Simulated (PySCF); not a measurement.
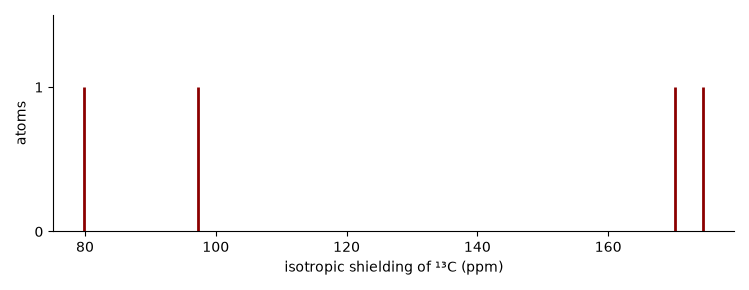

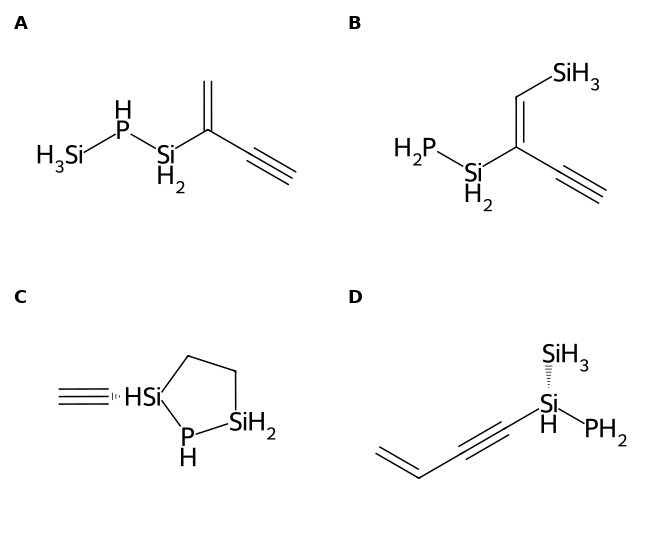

The sticks are computed shieldings of one of the molecules, for one fixed geometry (GFN2-xTB) without averaging over rotations. Low shielding means a high chemical shift. Method: GIAO PBE0/pcSseg-1 NMR shielding, non-relativistic, gas phase (PySCF 2.14.0).

**Which molecule gives this pattern?**

C, `C#C[Si@@H]1CC[SiH2]P1`. Its 4 C atoms give lines at 79.9, 97.2, 170.3, 174.6 ppm.

The geometry is semi-empirical. Around P, Si such bond lengths and angles can be off by a tenth of an ångström or more and by several degrees, and values that hang on the shape move with them.
